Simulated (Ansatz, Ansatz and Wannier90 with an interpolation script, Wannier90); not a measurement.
# SnO2 (Cassiterite): what limits a Wannier interpolation of GW, part 2 of 3

Wanted: errors and cost of interpolated bands of SnO2 (Cassiterite) under coarser or faulty settings.

Wannier90 4.0.3; maximally localised Wannier functions from the overlaps of LDA states (plane waves, PAW). Known limits of the many-body steps: not at the basis limit; no spin-orbit coupling; coarse k mesh.

So far. Step 3 (Wannier model on 8×8×12, by Wannier90): Near the gap the model misses directly solved bands by 0.7 meV r.m.s. and by 8 meV at most in the window tested. This tests the starting bands, not the corrections carried with them.

## (4) Wannier model on 8×8×12, by the program's own minimiser

This step: maximally localised Wannier functions, LDA, plane waves, PAW.

Contents of input.yaml:

```yaml
crystal:
  lattice:
    - [4.738, 0.0, 0.0]
    - [0.0, 4.738, 0.0]
    - [0.0, 0.0, 3.1865]
  atoms:
    - { symbol: Sn, position: [0.0, 0.0, 0.0] }
    - { symbol: Sn, position: [0.5, 0.5, 0.5] }
    - { symbol: O, position: [0.3071, 0.3071, 0.0] }
    - { symbol: O, position: [0.1929, 0.8071, 0.5] }
    - { symbol: O, position: [0.6929, 0.6929, 0.0] }
    - { symbol: O, position: [0.8071, 0.1929, 0.5] }
kpoints:
  mp_grid: { grid: [4, 4, 6] }
hamiltonian:
  xc: lda
scf:
  occupations: { method: fixed }
  n_extra_bands: 38
output:
  wannier:
    kmesh: [8, 8, 12]
    projections:
      - { species: O, l: p, shell: 2 }
      - { species: Sn, l: s, shell: 5 }
      - { species: Sn, l: p, shell: 5 }
    minimise: true
    write_hr: true
    seedname: w
    conv_tol: 1.0e-06
    max_iter: 20000
    stability_check: false
    disentanglement:
      window: [0.73, 24.63]
      frozen_window: [0.73, 14.29]
      conv_tol: 1.0e-08
```

The run is started by

```
ansatz run input.yaml --threads 8 --pin off --max-ram 18432MiB --backend cpu --events-out ev --progress --plain --runs-dir out
```

Numbers of over 12 decimals in the logs are rounded to 6 here.

The log of the run:

```text
scf.n_extra_bands = 38 over 26 filled bands (N_el = 52.0): the run solves 64 bands
Engine: ansatz 0.2.0, aarch64-unknown-linux-gnu
Pseudopotentials: kind: paw
Pseudopotential: Sn, paw, valence charge 14, recommended cutoff 420 eV (normal), Sn.paw.azcp
Pseudopotential: O, paw, valence charge 6, recommended cutoff 420 eV (normal), O.paw.azcp
Functional definition: SPW92
  exchange = slater_x
  correlation = pw_c
Crystal: 6 atoms, lattice volume = 71.533 Å³
Basis set: ecut = 420 eV, 1411 PW (Γ)
Bands: 64, of which v1, the nominal top of the filled ones, is band 26 counted from 1 (25 counted from 0)
Symmetry: 16 space group operations
Space group: P42/mnm (ITA 136), of the structure as read, at distance tolerance 4.2e-5 Å
k-points: 24 of 96
Non-local potential: Sn, projectors of the file, l = 0: 2, l = 1: 2, l = 2: 2, l = 3: 2
Non-local potential: O, projectors of the file, l = 0: 2, l = 1: 2, l = 2: 1
PAW form: soft (Blöchl's): semilocal exchange-correlation on the pseudo side does not see the compensation charge
PAW frozen core: Sn, regenerated for the run's functional, and the local potential with it (the file was generated under x = pbe(κ = 0.804, μ = 0.219515), c = pbe(β = 0.066725))
PAW frozen core: O, regenerated for the run's functional, and the local potential with it (the file was generated under x = pbe(κ = 0.804, μ = 0.219515), c = pbe(β = 0.066725))
PAW one-centre angular grid: Sn, 590 points (default); XC on 64 Gauss nodes
PAW one-centre angular grid: O, 110 points (default); XC on 64 Gauss nodes
Initial density: superposition of atomic densities (neutral atoms: chi_scale 0, normalization atom), corrected by the library's trained network
[...]
SCF 1 converged in 7 iterations: F = -13980.357556 eV  dr2 = 1.88e-10
[...]
NSCF: frozen V_eff on 109 k-points
the Wannier pass solved 109 of the 768 points of its mesh, and has the states at the others by symmetry: states obtained by the crystal's operations at points that were solved too leave a residual of 4.53e-13 eV (read by the count's bands and the next), within 6.67e-6 eV
SCF converged after 7 iterations
Free energy (F): -13980.357556 eV
Harris-Foulkes:  -13980.357556 eV  (|F-HF|=1.76e-10)
Internal energy: -13980.357556 eV  (E = F + TS)
E sigma→0 (E₀):  -13980.357556 eV
Fermi energy:    9.160023 eV
--- Per-component energies (eV) ---
  E_band       = -131.425216
  E_kinetic    = 1081.121093
  E_local      = -2867.988745  (includes V_loc(G=0)·N_el)
  E_nonlocal   = 150.981704
  E_hartree    = 1481.730173
  E_xc         = -1041.950939
  E_vxc        = -564.363215  (∫ρ·V_xc dr)
  E_paw        = -8602.646732  (= ΣΔE_a)
  E_vpaw       = -894.646665  (= ΣTr[D̂ρ^β])
  E_aug_tail   = 0.010187  (compensation charges beyond the density's cutoff)
  E_ewald      = -4182.851779
  E_core_change = 1.237482  (= ΣΔE_core)
  E_smearing   = -0.000000  (= −TS)
  E_closure    = 0.000000  (closes the sum)
  Σ components = -13980.357556   (vs F -13980.357556, Δ=0.00e0)
--- Band table (eV; the first three rows and the last of 24) ---
  k-point 0: bands = [... 22 lower, 7.9024, 8.3623, 8.3623, 9.1600, 10.2936, 15.0668, 15.2710, 15.2710, ... 34 higher]
  k-point 1: bands = [... 22 lower, 6.9619, 8.3848, 8.3848, 8.9234, 11.7932, 15.5786, 16.3620, 16.3620, ... 34 higher]
  k-point 2: bands = [... 22 lower, 6.6883, 8.1501, 8.1501, 8.2876, 13.8184, 15.8894, 17.7307, 18.3355, ... 34 higher]
  k-point 23: bands = [... 22 lower, 8.1646, 8.1646, 8.3144, 8.3144, 13.8709, 13.8709, 17.7628, 17.7628, ... 34 higher]
Wannier search: line search 1 of at most 20000: gauge-dependent spread (as the search counts it) 6.1135162 Å², largest recent change 3.9e-1 Å² against conv_tol 1.0e-6 Å², 0 stops escaped
```

Run time: 17 s. Hardware: 8 threads of Arm Neoverse V1, shared host; peak memory 1.6 GiB; 89 s of CPU time.

Numbers from this step:

| Quantity | Value |
| --- | --- |
| gauge-invariant spread | 22.58 Å² |
| diagonal spread | 8.50e-4 Å² |
| off-diagonal spread | 5.758 Å² |
| total spread | 28.34 Å² |
| least projectability | 0.3117 |
| localisation steps | 55 |
| disentanglement steps | 264 |
| r.m.s. interpolation error | 4.96e-4 eV |
| r.m.s. error near the gap | 7.11e-4 eV |

Near the gap the model misses directly solved bands by 0.7 meV r.m.s. and by 8 meV at most in the window tested. This tests the starting bands, not the corrections carried with them.

Frozen up to 5.13 eV; above it the model need not follow the bands. Electronic bands along the path, in eV, zero at the valence-band top; v1 is the highest filled band, c1 the lowest empty one:

```
    point     v4     v3     v2     v1    c1    c2     c3     c4
        Γ  -1.26  -0.80  -0.80   0.00  1.13  6.11   6.11   6.42
        X  -1.22  -1.22  -0.65  -0.65  4.28  4.28   6.94   6.94
        M  -1.34  -1.34  -0.91  -0.91  4.65  4.65   7.33   7.33
        Γ  -1.26  -0.80  -0.80   0.00  1.13  6.11   6.11   6.42
        Z  -1.70  -1.70  -1.28  -1.28  6.16  6.16  10.32  10.32
        R  -1.13  -1.13  -0.72  -0.72  6.49  6.49   7.85   7.85
        A  -1.00  -1.00  -0.85  -0.85  4.71  4.71   8.60   8.60
        Z  -1.70  -1.70  -1.28  -1.28  6.16  6.16  10.32  10.32
jump to X  -1.22  -1.22  -0.65  -0.65  4.28  4.28   6.94   6.94
        R  -1.13  -1.13  -0.72  -0.72  6.49  6.49   7.85   7.85
jump to M  -1.34  -1.34  -0.91  -0.91  4.65  4.65   7.33   7.33
        A  -1.00  -1.00  -0.85  -0.85  4.71  4.71   8.60   8.60
```

The same for Kohn-Sham, solved directly:

```csv
point,v4,v3,v2,v1,c1,c2,c3,c4
Γ,-1.26,-0.80,-0.80,0.00,1.13,5.91,6.11,6.11
X,-1.22,-1.22,-0.65,-0.65,4.28,4.28,6.83,6.83
M,-1.34,-1.34,-0.91,-0.91,4.65,4.65,7.30,7.30
Γ,-1.26,-0.80,-0.80,0.00,1.13,5.91,6.11,6.11
Z,-1.70,-1.70,-1.28,-1.28,6.02,6.02,9.52,9.52
R,-1.13,-1.13,-0.72,-0.72,6.29,6.29,7.85,7.85
A,-1.00,-1.00,-0.85,-0.85,4.71,4.71,8.60,8.60
Z,-1.70,-1.70,-1.28,-1.28,6.02,6.02,9.52,9.52
X,-1.22,-1.22,-0.65,-0.65,4.28,4.28,6.83,6.83
R,-1.13,-1.13,-0.72,-0.72,6.29,6.29,7.85,7.85
M,-1.34,-1.34,-0.91,-0.91,4.65,4.65,7.30,7.30
A,-1.00,-1.00,-0.85,-0.85,4.71,4.71,8.60,8.60
```

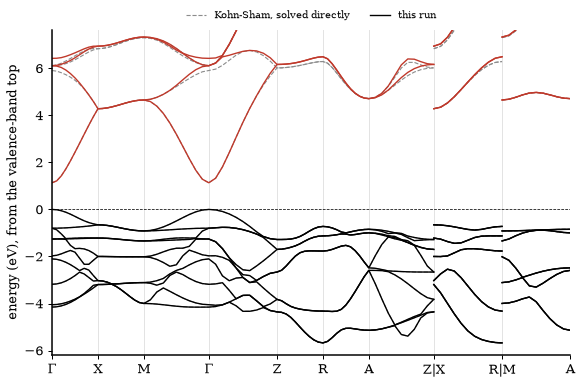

Electronic bands along the path; lines of filled and empty bands in two colours; dashed: Kohn-Sham, solved directly.

## (5) Wannier model on 4×4×6, by Wannier90

This step: maximally localised Wannier functions from the overlaps of LDA states (plane waves, PAW).

Contents of w.win:

```
num_iter = 1200
conv_tol = 1.0e-8
conv_window = 5
dis_num_iter = 4000
dis_conv_tol = 1.0e-8
dis_mix_ratio = 0.7
write_hr = true
use_ws_distance = false
num_print_cycles = 50
! ansatz wannier90 interface
! projections by site (counted from 0) and shell: 2 2P, 3 2P, 4 2P, 5 2P, 0 5S, 1 5S, 0 5P, 1 5P
! states of the run's bands (counted from 1): 1-40
num_bands = 40
num_wann  = 20
dis_win_min = 0.73
dis_win_max = 24.63
dis_froz_min = 0.73
dis_froz_max = 14.29
guiding_centres = true

begin unit_cell_cart
Ang
                    4.738                      0.0                      0.0
                      0.0                    4.738                      0.0
                      0.0                      0.0                   3.1865
end unit_cell_cart

begin atoms_frac
Sn                       0.0                      0.0                      0.0
Sn                       0.5                      0.5                      0.5
O                     0.3071                   0.3071                      0.0
O                     0.1929                   0.8071                      0.5
O                     0.6929                   0.6929                      0.0
O                     0.8071                   0.1929                      0.5
end atoms_frac

mp_grid = 4 4 6

[... the mesh's points ...]
```

The run is started by

```
OMP_NUM_THREADS=1 mpirun -n 8 wannier90.x w > wannier90.x.log
```

The log of the run:

```text
[banner, memory and clock lines left out]
TEM
                                    ------

                              Lattice Vectors (Ang)
                    a_1     4.738000   0.000000   0.000000
                    a_2     0.000000   4.738000   0.000000
                    a_3     0.000000   0.000000   3.186500

                   Unit Cell Volume:      71.53260  (Ang^3)

                        Reciprocal-Space Vectors (Ang^-1)
                    b_1     1.326126   0.000000   0.000000
                    b_2     0.000000   1.326126   0.000000
                    b_3     0.000000   0.000000   1.971814

 *----------------------------------------------------------------------------*
 |   Site       Fractional Coordinate          Cartesian Coordinate (Ang)     |
 +----------------------------------------------------------------------------+
 | sn   1   0.00000   0.00000   0.00000   |    0.00000   0.00000   0.00000    |
 | sn   2   0.50000   0.50000   0.50000   |    2.36900   2.36900   1.59325    |
 | o    1   0.30710   0.30710   0.00000   |    1.45504   1.45504   0.00000    |
 | o    2   0.19290   0.80710   0.50000   |    0.91396   3.82404   1.59325    |
 | o    3   0.69290   0.69290   0.00000   |    3.28296   3.28296   0.00000    |
 | o    4   0.80710   0.19290   0.50000   |    3.82404   0.91396   1.59325    |
 *----------------------------------------------------------------------------*
                                ------------
                                K-POINT GRID
                                ------------

             Grid size =  4 x  4 x  6      Total points =   96

 *---------------------------------- MAIN ------------------------------------*
 |  Number of Wannier Functions               :                20             |
[...]
Sum of centres and spreads ( 37.904000, 37.904000, 15.932500 )    27.07991345

      1    -0.475E+00     0.5563088999       27.0799134461       0.29  <-- CONV
        O_D=      0.0013759 O_OD=      5.7012302 O_TOT=     27.0799134 <-- SPRD
 Delta: O_D=  0.2653698E-03 O_OD= -0.4755254E+00 O_TOT= -0.4752600E+00 <-- DLTA

             <<<     Delta < 1.000E-08  over  5 iterations     >>>
             <<< Wannierisation convergence criteria satisfied >>>

 Final State
[...]
WF centre and spread   19  (  2.369000,  2.369000,  1.593250 )     2.43659703
  WF centre and spread   20  (  2.369000,  2.369000,  1.593250 )     2.43659703
  Sum of centres and spreads ( 37.904000, 37.904000, 15.932500 )    26.92716583

         Spreads (Ang^2)       Omega I      =    21.377307352
        ================       Omega D      =     0.000880521
                               Omega OD     =     5.548977951
    Final Spread (Ang^2)       Omega Total  =    26.927165825

 Writing checkpoint file w.chk... done

 *---------------------------------------------------------------------------*
 |                               PLOTTING                                    |
 *---------------------------------------------------------------------------*

 *===========================================================================*
 |                             TIMING INFORMATION                            |
 *===========================================================================*
 |    Tag                                                Ncalls      Time (s)|
 |---------------------------------------------------------------------------|
 |kmesh: get                                        :         1         0.028|
 |overlap: read                                     :         1         0.761|
 |dis: main                                         :         1         0.304|
 |wann: main                                        :         1         0.191|
 |plot: main                                        :         1         0.137|
 *---------------------------------------------------------------------------*
 All done: wannier90 exiting
```

Run time: 2.3 s. Hardware: 8 MPI ranks; 17 s of CPU time.

This step gave:

- gauge-invariant spread: 21.38 Å²
- diagonal spread: 8.81e-4 Å²
- off-diagonal spread: 5.549 Å²
- total spread: 26.93 Å²
- disentanglement steps: 89
- r.m.s. interpolation error: 0.002610 eV
- r.m.s. error near the gap: 0.003693 eV

Near the gap the model misses directly solved bands by 3.7 meV r.m.s. and by 46 meV at most in the window tested. This tests the starting bands, not the corrections carried with them.

Frozen up to 5.13 eV; above it the model need not follow the bands. The electronic bands at the labelled points (eV, zero at the valence-band top; v1 is the highest filled band, c1 the lowest empty one):

```
    point     v4     v3     v2     v1    c1    c2     c3     c4
        Γ  -1.26  -0.80  -0.80   0.00  1.13  6.11   6.11   6.52
        X  -1.22  -1.22  -0.65  -0.65  4.28  4.28   6.96   6.96
        M  -1.34  -1.34  -0.91  -0.91  4.65  4.65   7.33   7.33
        Γ  -1.26  -0.80  -0.80   0.00  1.13  6.11   6.11   6.52
        Z  -1.70  -1.70  -1.28  -1.28  6.17  6.17  10.53  10.53
        R  -1.13  -1.13  -0.72  -0.72  6.51  6.51   7.85   7.85
        A  -1.00  -1.00  -0.85  -0.85  4.71  4.71   8.60   8.60
        Z  -1.70  -1.70  -1.28  -1.28  6.17  6.17  10.53  10.53
jump to X  -1.22  -1.22  -0.65  -0.65  4.28  4.28   6.96   6.96
        R  -1.13  -1.13  -0.72  -0.72  6.51  6.51   7.85   7.85
jump to M  -1.34  -1.34  -0.91  -0.91  4.65  4.65   7.33   7.33
        A  -1.00  -1.00  -0.85  -0.85  4.71  4.71   8.60   8.60
```

The same for Kohn-Sham, solved directly:

(Unchanged from step 4.)

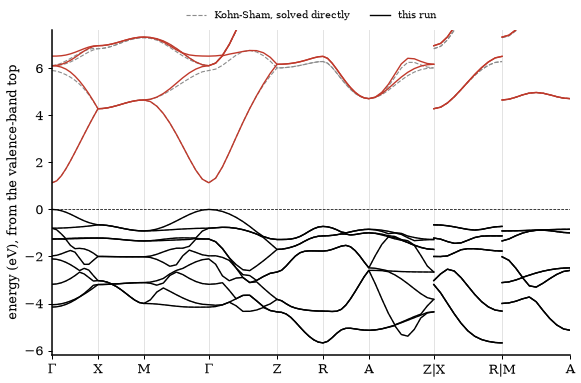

Electronic bands along the path; lines of filled and empty bands in two colours; dashed: Kohn-Sham, solved directly.

## (6) G0W0: 4×4×6 mesh, 298 empty bands, screening to 150 eV

G0W0 replaces the xc potential by the self-energy, built once from these orbitals. Only a window of levels is corrected, while the sums run over the empty bands that the input names.

This step: G0W0 on LDA, plane waves, PAW.

input.yaml, the sections that differ from step 4:

```yaml
scf:
  occupations: { method: fixed }
gw:
  n_empty_bands: 298
  ecut_chi: 150.0
  qp_bands: [v12, c2]
  screening: { model: contour_deformation }
# crystal, kpoints, hamiltonian: as in step 4
# output: removed
```

The run is started by

```
ansatz run input.yaml --threads 8 --pin off --max-ram 18432MiB --backend cpu --events-out ev --progress --plain --runs-dir out
```

The log of the run:

```text
[...]
Crystal: 6 atoms, lattice volume = 71.533 Å³
Basis set: ecut = 420 eV, 1411 PW (Γ)
Bands: 32, of which v1, the nominal top of the filled ones, is band 26 counted from 1 (25 counted from 0)
Symmetry: 16 space group operations
[...]
k-points: 24 of 96
[...]
0    22      7.9025   -26.7973     4.1332   -22.0415  0.7574     7.2731     7.2799  root
[...]
23    25      8.3144   -26.5326     5.3067   -20.4081  0.7416     7.4819     7.4966  root
    23    26      8.3144   -26.5326     5.3067   -20.4081  0.7416     7.4819     7.4966  root
    23    27     13.8710   -13.4775    -4.4586   -19.2498  0.8075    15.2093    15.1845  root
    23    28     13.8710   -13.4775    -4.4586   -19.2498  0.8075    15.2093    15.1845  root
[key lines of the parts left out:]
SCF converged after 6 iterations
Free energy (F): -13980.357556 eV
Fermi energy:    9.160013 eV
```

The job ended after 5.9 min (8 threads; peak memory 1.6 GiB).

The G0W0 gap on the mesh is 2.793 eV.

(Part 2 of 3 ends here.)

[Paths, hosts, dates, memory and timing lines, banners, echoed tables and standing remarks are left out of the program output.]

[Logs are printed without paths, hosts, clocks, repeated set-up lines and the standing remarks that a program may print on its own settings, such as how far it seeks lower states.]

[Runs of the session that timed out or met a known fault of the program may be left out.]

[Hosts, paths, dates, database ids (printed as entryN), source tags and the programs' standing remarks are cut or masked in the printed files.]
